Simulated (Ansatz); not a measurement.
A series of calculations on Si₄H₁₀ and related structures

### Relaxation

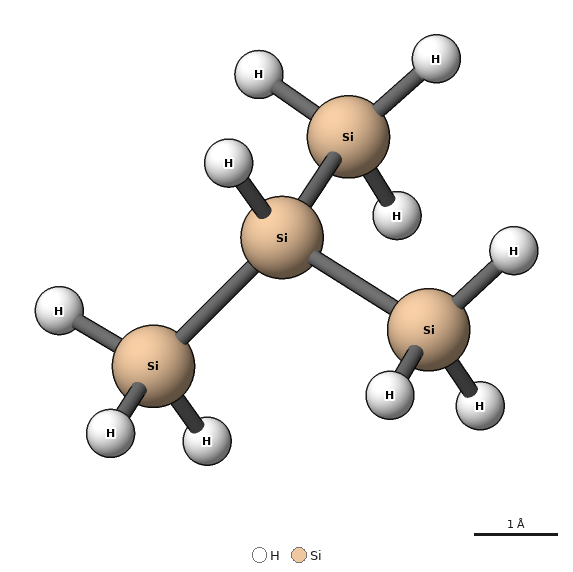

This is the input geometry for a relaxation of Si$_{4}$H$_{10}$. Style: ball-and-stick. Shown from a free direction.

It is one of the separated reactants of a reaction.

Method: Ansatz, RKS PBE0-D4/def2-TZVP.

Input
```yaml
crystal:
  periodic: [false, false, false]
  atoms:
    - {symbol: H, position_ang: [-0.827005, -0.747081, 1.163278]}
    - {symbol: Si, position_ang: [-0.038336, -0.923420, -0.089243]}
    - {symbol: Si, position_ang: [-0.584403, 0.735800, -1.642653]}
    - {symbol: Si, position_ang: [2.243002, -0.790562, 0.401439]}
    - {symbol: Si, position_ang: [-0.507480, -3.020278, -1.009418]}
    - {symbol: H, position_ang: [-0.217781, 2.087908, -1.139833]}
    - {symbol: H, position_ang: [-2.033096, 0.717415, -1.972478]}
    - {symbol: H, position_ang: [0.193009, 0.481835, -2.886697]}
    - {symbol: H, position_ang: [2.589871, 0.544521, 0.960510]}
    - {symbol: H, position_ang: [2.635973, -1.833677, 1.387035]}
    - {symbol: H, position_ang: [3.027695, -0.996704, -0.845899]}
    - {symbol: H, position_ang: [-1.951175, -3.137146, -1.349242]}
    - {symbol: H, position_ang: [-0.151285, -4.106153, -0.056474]}
    - {symbol: H, position_ang: [0.289391, -3.200097, -2.253059]}
basis:
  gaussian: {orbitals: def2-TZVP}
hamiltonian: {xc: pbe0, dispersion: d4}
relax: {f_tol: 0.005, max_steps: 200}
```

Launched with:
```bash
ansatz run in.yaml --threads 4 --pin off --events-out ev --progress --plain --max-ram 66560MiB --backend cuda --devices 0, --max-vram 37GiB
```

Predict the outcome.

Answer. H6 moves most after the best rigid fit: 0.059 Å. By element the largest moves are H 0.059 Å, Si 0.022 Å. After 6 accepted moves (7 points after the start) the energy has fallen by 0.12 kJ/mol. The largest force component goes from 0.077 to 0.0029 eV/Å. The line search rejected the trial step at point 5 of the run. The run took about 19 s of wall time on a shared GPU.

Final geometry:

```xyz
14

H    -0.8178   -0.7224    1.1419
Si   -0.0235   -0.9226   -0.1057
Si   -0.5807    0.7399   -1.6512
Si    2.2548   -0.7961    0.4005
Si   -0.5122   -3.0248   -1.0029
H    -0.2688    2.0901   -1.1097
H    -2.0283    0.6827   -1.9896
H     0.2068    0.5336   -2.8966
H     2.5951    0.5346    0.9724
H     2.6380   -1.8496    1.3786
H     3.0446   -0.9941   -0.8449
H    -1.9571   -3.1319   -1.3412
H    -0.1650   -4.1039   -0.0393
H     0.2825   -3.2230   -2.2450
```

After the run, drawn alike:

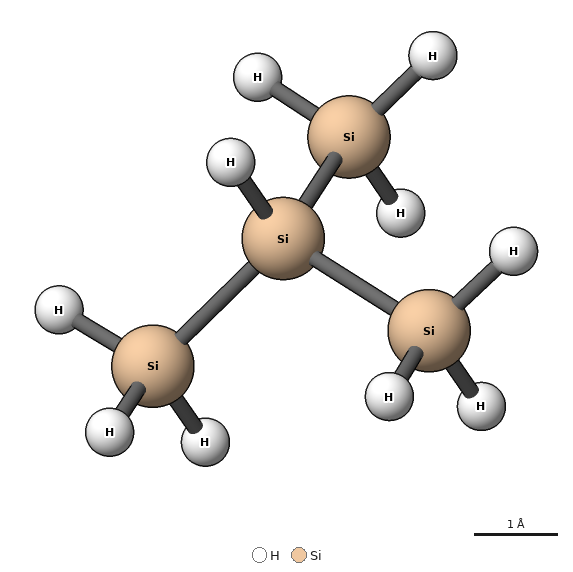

### Relaxation

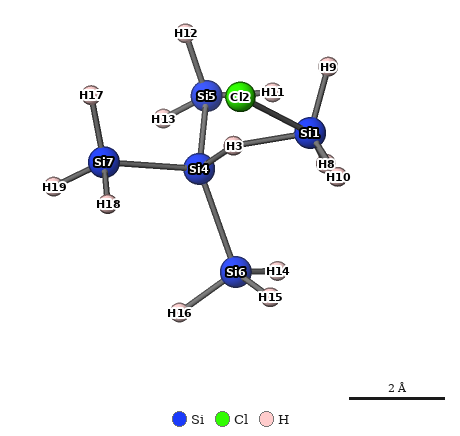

Starting structure of Si₅H₁₃Cl (started from a transition state, displaced along its imaginary mode). The picture is a ball-and-stick view, seen face on.

Level of theory: RKS PBE0-D4/def2-TZVP in Ansatz 0.2.0.

Input
```yaml
crystal:
  periodic: [false, false, false]
  atoms:
    - {symbol: Si, position_ang: [-0.619891, 1.618471, 1.512231]}
    - {symbol: Cl, position_ang: [-2.524611, 0.069522, 2.066042]}
    - {symbol: H, position_ang: [-0.764492, 0.108335, 0.889612]}
    - {symbol: Si, position_ang: [0.128548, -0.311611, -0.288913]}
    - {symbol: Si, position_ang: [-0.249039, 1.001737, -2.177343]}
    - {symbol: Si, position_ang: [2.342093, -0.392793, 0.502742]}
    - {symbol: Si, position_ang: [-1.007056, -2.347710, -0.340626]}
    - {symbol: H, position_ang: [0.683832, 2.073290, 0.798547]}
    - {symbol: H, position_ang: [-1.615620, 2.576959, 1.026654]}
    - {symbol: H, position_ang: [-0.208802, 1.432864, 2.898850]}
    - {symbol: H, position_ang: [0.243369, 2.387392, -1.965049]}
    - {symbol: H, position_ang: [-1.701745, 1.001137, -2.465954]}
    - {symbol: H, position_ang: [0.496098, 0.365568, -3.295289]}
    - {symbol: H, position_ang: [3.115126, 0.749562, -0.057425]}
    - {symbol: H, position_ang: [2.352965, -0.357876, 1.981066]}
    - {symbol: H, position_ang: [2.942807, -1.673173, 0.036271]}
    - {symbol: H, position_ang: [-2.424047, -2.112085, -0.704584]}
    - {symbol: H, position_ang: [-0.851942, -3.016603, 0.977443]}
    - {symbol: H, position_ang: [-0.337593, -3.172987, -1.394275]}
basis:
  gaussian: {orbitals: def2-TZVP}
hamiltonian: {xc: pbe0, dispersion: d4}
relax: {f_tol: 0.005, max_steps: 200}
```

Run as
```bash
ansatz run in.yaml --threads 4 --pin off --events-out ev --progress --plain --max-ram 66560MiB --backend cuda --devices 0, --max-vram 37GiB
```

Q: Where does the relaxation end?

A: Over 47 accepted moves (48 points after the start) the energy falls by 196.8 kJ/mol. The largest force component goes from 0.61 to 0.0048 eV/Å. The line search rejected the trial step at point 18 of the run. The forces were under the threshold at step 40, but the run went on from there. The largest moves after the best rigid fit, 2.25 Å, are those of Cl2 and H10. By element the largest moves are Cl 2.25 Å, H 2.23 Å, Si 1.42 Å. Near-neighbour distances that change, for instance: Si1–H3 1.640 → 3.713 Å, Si1–Si4 2.744 → 4.375 Å, Si1–Cl2 2.517 → 2.056 Å, Si1–H8 1.554 → 1.481 Å. Bonds break, among them: Si1–H3 (1.64 → 3.71 Å). Bond angles that change, for instance: Cl2–Si1–H8 156.3° → 108.5°, Cl2–Si1–H10 85.7° → 108.1°, H3–Si4–Si7 88.4° → 109.3°. Groups turn about Si4–Si6 by about 35°.

The structure at the end:

```xyz
19

Si   -0.7302    3.0146    1.7435
Cl   -2.5291    2.1588    1.2361
H    -0.8003   -0.6627    1.2311
Si   -0.0515   -0.9266   -0.0304
Si   -0.6248    0.6404   -1.6675
Si    2.2449   -0.7938    0.3843
Si   -0.5717   -3.0700   -0.8043
H     0.3169    1.9687    1.6952
H    -0.4324    4.0936    0.7752
H    -0.8509    3.5626    3.1137
H    -0.2280    2.0161   -1.2607
H    -2.0829    0.6208   -1.9532
H     0.1121    0.2997   -2.9155
H     2.6235    0.5687    0.8489
H     2.6552   -1.7790    1.4211
H     2.9895   -1.0870   -0.8701
H    -2.0262   -3.1886   -1.0940
H    -0.1996   -4.0994    0.2036
H     0.1855   -3.3369   -2.0570
```

After the run, drawn alike:

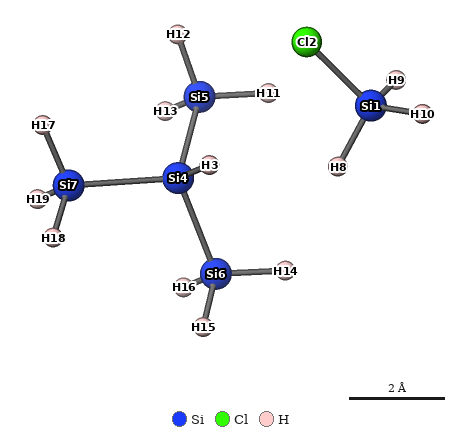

### Reaction

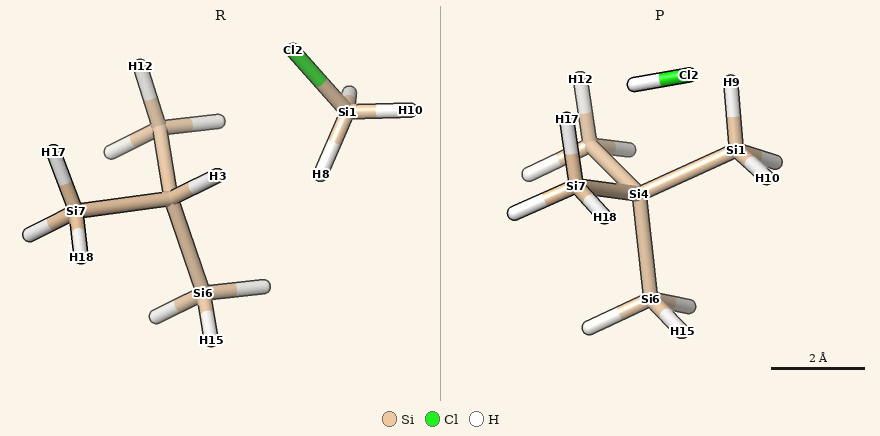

Reactant (R) and product (P) of one elementary step of Si5H13Cl. Style: stick. Shown at a tilt.

Stationary points at PBE0-D4/def2-TZVP, single-point energies with CCSD(T)/CBS, wB97M-V, PBE-D4, RPA@PBE, B97M-V, r2SCAN0-D4 (def2-TZVPP where no basis is named; Ansatz 0.2.0). The energies are electronic, without zero-point or thermal terms, and both ends are the relaxed geometries reached downhill from the saddle, with any fragments still in contact. CCSD(T)/CBS stands for a frozen-core estimate: MP2 correlation extrapolated from def2-TZVPP and def2-QZVPP, CCSD(T) minus MP2 from the smaller set.

R:
```xyz
19

Si   -0.7177    3.0250    1.7307
Cl   -2.5201    2.1761    1.2240
H    -0.8053   -0.6539    1.2325
Si   -0.0561   -0.9264   -0.0269
Si   -0.6193    0.6370   -1.6709
Si    2.2403   -0.8034    0.3907
Si   -0.5859   -3.0702   -0.7931
H     0.3243    1.9737    1.6880
H    -0.4131    4.0987    0.7587
H    -0.8375    3.5789    3.0985
H    -0.2162    2.0123   -1.2689
H    -2.0770    0.6235   -1.9586
H     0.1177    0.2878   -2.9165
H     2.6250    0.5589    0.8505
H     2.6443   -1.7866    1.4318
H     2.9853   -1.1053   -0.8615
H    -2.0405   -3.1827   -1.0845
H    -0.2203   -4.0976    0.2193
H     0.1718   -3.3458   -2.0437
```

P:
```xyz
19

Si   -0.3309    1.6934    1.3516
Cl   -3.5105   -0.4428    2.4919
H    -3.2907   -1.0539    1.3852
Si    0.3821    0.1007   -0.2045
Si    0.1269    0.9452   -2.3679
Si    2.6358   -0.3961    0.1629
Si   -0.8338   -1.8841   -0.0366
H     0.5706    2.8743    1.2583
H    -1.7205    2.1270    1.0542
H    -0.2637    1.1440    2.7304
H     0.8982    2.2080   -2.5204
H    -1.3081    1.2250   -2.6439
H     0.6210   -0.0412   -3.3664
H     3.4601    0.8332    0.0142
H     2.8276   -0.9389    1.5346
H     3.1045   -1.4091   -0.8210
H    -2.2857   -1.6279   -0.2846
H    -0.7044   -2.4881    1.3160
H    -0.3784   -2.8687   -1.0539
```

Predict the saddle point between them and the barrier.

Counted by bonded pieces, R holds SiH₃Cl + Si₄H₁₀ and P holds HCl + Si₅H₁₂. From R over the saddle to P, bonds form: Si1–Si4 (4.37 → 2.60 → 2.34 Å), Cl2–H3 (3.31 → 1.81 → 1.28 Å). Bonds break: Si1–Cl2 (2.06 → 2.61 → 4.00 Å), H3–Si4 (1.49 → 1.71 → 4.17 Å). The saddle has one imaginary mode, 630i cm⁻¹. With CCSD(T)/CBS the barrier is 230.5 kJ/mol from R and 155.1 kJ/mol from P, and P lies 75.4 kJ/mol above R.

| level | barrier from R (kJ/mol) | barrier from P (kJ/mol) | P less R (kJ/mol) |
| --- | --- | --- | --- |
| CCSD(T)/CBS | 230.5 | 155.1 | 75.4 |
| wB97M-V | 233.0 | 152.0 | 81.0 |
| PBE-D4 | 183.0 | 124.6 | 58.4 |
| RPA@PBE | 240.3 | 167.9 | 72.4 |
| B97M-V | 226.0 | 154.3 | 71.7 |
| r2SCAN0-D4 | 219.9 | 145.7 | 74.2 |

Against CCSD(T)/CBS, wB97M-V comes closest on the barrier from R (+2.5 kJ/mol) and PBE-D4 misses most (−47.5 kJ/mol).

Saddle geometry:

```xyz
19

Si   -0.5301    1.6017    1.4520
Cl   -2.5078    0.0063    2.0473
H    -1.0504    0.0681    0.9711
Si    0.1074   -0.2636   -0.2365
Si   -0.2354    1.0073   -2.1681
Si    2.3306   -0.3910    0.4811
Si   -0.9900   -2.3376   -0.3236
H     0.7270    2.1376    0.8108
H    -1.5914    2.5255    1.0158
H    -0.1717    1.4375    2.8712
H     0.2864    2.3832   -1.9754
H    -1.6848    1.0464   -2.4848
H     0.4986    0.3484   -3.2802
H     3.0973    0.7591   -0.0607
H     2.3643   -0.3655    1.9666
H     2.9240   -1.6632   -0.0090
H    -2.4059   -2.1378   -0.7119
H    -0.8734   -3.0099    0.9934
H    -0.2947   -3.1523   -1.3591
```

The saddle point in the same view, with dashed sticks for the bonds that form or break:

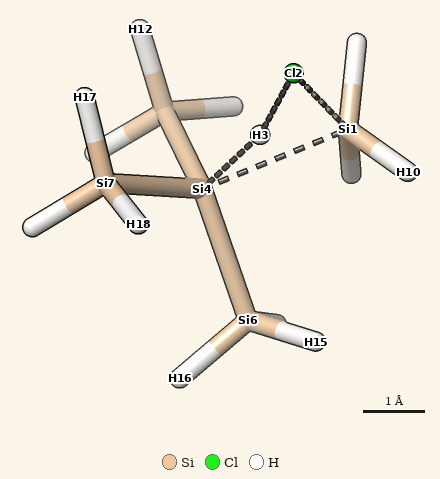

Limits of the set-up: the start holds two separate molecules, 2.8 Å apart at their closest, whose relative position is a soft coordinate.

### Path

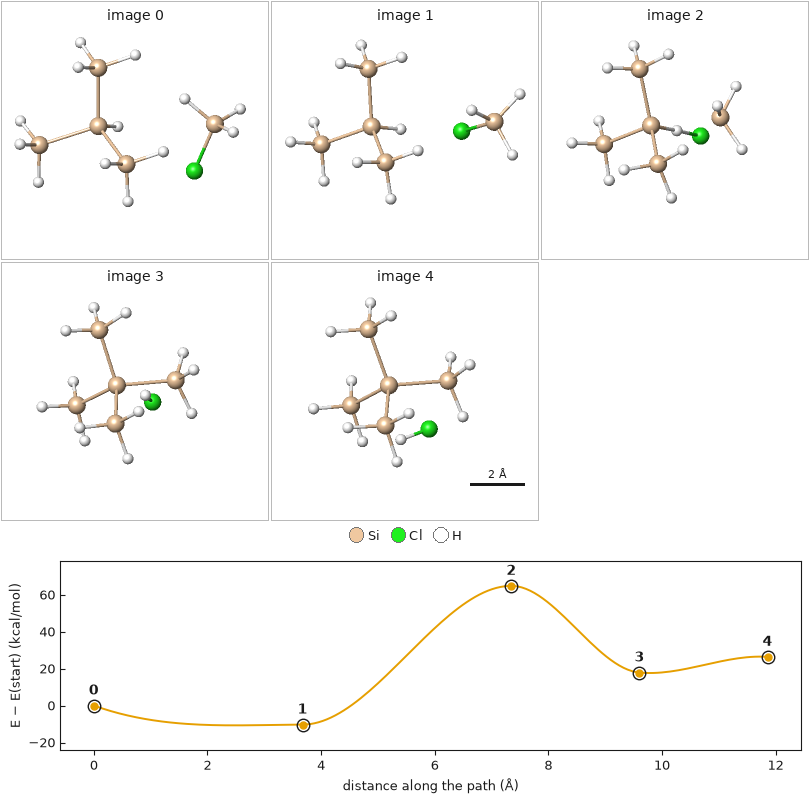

A nudged-elastic-band calculation for Si$_{5}$H$_{13}$Cl, made up at the start of SiH₃Cl and Si$_{4}$H$_{10}$. Images are numbered from 0 (start) to 4 (end). A ball-and-stick model, seen face on.

Computed with Ansatz 0.2.0, RKS r2SCAN-D4/STO-3G.

Input
```yaml
crystal:
  periodic: [false, false, false]
  atoms:
    - {symbol: Si, position_ang: [-0.820426, 2.891746, 1.904067]}
    - {symbol: Cl, position_ang: [-2.592335, 2.048757, 1.291139]}
    - {symbol: H, position_ang: [-0.827005, -0.747081, 1.163278]}
    - {symbol: Si, position_ang: [-0.038336, -0.923420, -0.089243]}
    - {symbol: Si, position_ang: [-0.584403, 0.735800, -1.642653]}
    - {symbol: Si, position_ang: [2.243002, -0.790562, 0.401439]}
    - {symbol: Si, position_ang: [-0.507480, -3.020278, -1.009418]}
    - {symbol: H, position_ang: [0.241393, 1.862848, 1.822497]}
    - {symbol: H, position_ang: [-0.508837, 4.032256, 1.013751]}
    - {symbol: H, position_ang: [-0.988175, 3.352031, 3.301279]}
    - {symbol: H, position_ang: [-0.217781, 2.087908, -1.139833]}
    - {symbol: H, position_ang: [-2.033096, 0.717415, -1.972478]}
    - {symbol: H, position_ang: [0.193009, 0.481835, -2.886697]}
    - {symbol: H, position_ang: [2.589871, 0.544521, 0.960510]}
    - {symbol: H, position_ang: [2.635973, -1.833677, 1.387035]}
    - {symbol: H, position_ang: [3.027695, -0.996704, -0.845899]}
    - {symbol: H, position_ang: [-1.951175, -3.137146, -1.349242]}
    - {symbol: H, position_ang: [-0.151285, -4.106153, -0.056474]}
    - {symbol: H, position_ang: [0.289391, -3.200097, -2.253059]}
basis:
  gaussian: {orbitals: STO-3G}
hamiltonian: {xc: r2scan, dispersion: d4}
neb:
  images: 3
  climbing: true
  max_iterations: 60
  initial_path: idpp
  f_tol: 0.1
  final_atoms:
    - {symbol: Si, position_ang: [-0.304539, 1.701139, 1.348064]}
    - {symbol: Cl, position_ang: [-3.486965, -0.407690, 2.530691]}
    - {symbol: H, position_ang: [-3.283190, -1.024743, 1.424185]}
    - {symbol: Si, position_ang: [0.380610, 0.097107, -0.208937]}
    - {symbol: Si, position_ang: [0.108510, 0.934692, -2.373023]}
    - {symbol: Si, position_ang: [2.634500, -0.414264, 0.136636]}
    - {symbol: Si, position_ang: [-0.847497, -1.878233, -0.020062]}
    - {symbol: H, position_ang: [0.604247, 2.875191, 1.240414]}
    - {symbol: H, position_ang: [-1.694067, 2.143421, 1.063600]}
    - {symbol: H, position_ang: [-0.226659, 1.156871, 2.728358]}
    - {symbol: H, position_ang: [0.887096, 2.191372, -2.538843]}
    - {symbol: H, position_ang: [-1.327337, 1.223629, -2.634982]}
    - {symbol: H, position_ang: [0.584968, -0.059171, -3.372571]}
    - {symbol: H, position_ang: [3.465845, 0.808530, -0.025767]}
    - {symbol: H, position_ang: [2.837012, -0.952820, 1.508477]}
    - {symbol: H, position_ang: [3.085522, -1.434498, -0.847979]}
    - {symbol: H, position_ang: [-2.300099, -1.612698, -0.253761]}
    - {symbol: H, position_ang: [-0.708053, -2.477708, 1.333577]}
    - {symbol: H, position_ang: [-0.409902, -2.870126, -1.038074]}
```

Launched with:
```bash
ansatz run in.yaml --threads 4 --pin off --events-out ev --progress --plain --max-ram 66560MiB --backend cpu
```

**What happens along the path, and what is the barrier?**

Breaking: H–Si (1.49 → 4.17 Å), Cl–Si (2.06 → 4.00 Å). Forming: Cl–H (3.31 → 1.28 Å), Si–Si (4.37 → 2.34 Å). Relative to the start the highest point is image 2 at +64.8 kcal/mol and the end lies at +26.4 kcal/mol, but the profile dips to −10.3 kcal/mol at image 1 on the way, so an end point isn't at the bottom of its valley along this path. The band converged in 31 iterations. The largest component of the band force went from 3.9 to 0.098 eV/Å. The climbing image converged on the top of the path. Its curvatures weren't checked. The largest force component is 1.64 eV/Å at the start and 2.15 eV/Å at the end; an end with forces this large is no minimum, and the barrier measured from it can be far off.

Limits of the set-up: the start holds two separate molecules, 2.8 Å apart at their closest, whose relative position is a soft coordinate; STO-3G is a minimal basis, so the numbers are rough.
